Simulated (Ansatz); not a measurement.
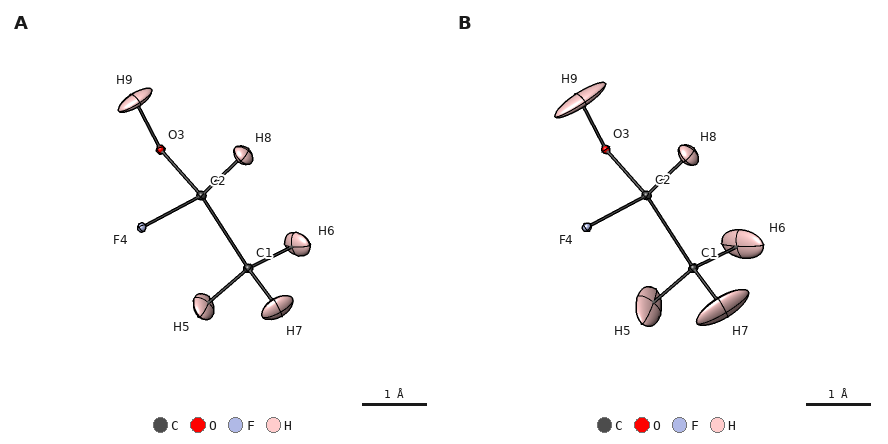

Displacement ellipsoids at the 50 % level, from the internal vibrations of the free molecule (harmonic, no overall translation or rotation; no half-axis is drawn under 0.075 Å). Vibrations computed with RKS PBE0-D4/def2-TZVP (Ansatz 0.2.0). One panel is for 100 K, the other for 600 K.

> Which panel is for 600 K?

B.

> How much does the mean-square displacement of H5 grow, and why?

U_eq goes from 0.0192 to 0.0447 Å², a factor of 2.3. Modes below kT (417 cm⁻¹ at 600 K) grow about in proportion to T, and the lowest lies at 226 cm⁻¹; the mean-square amplitude of a mode is its zero-point value times coth(ħω/2kT), which comes close to 1 only above about 3kT.
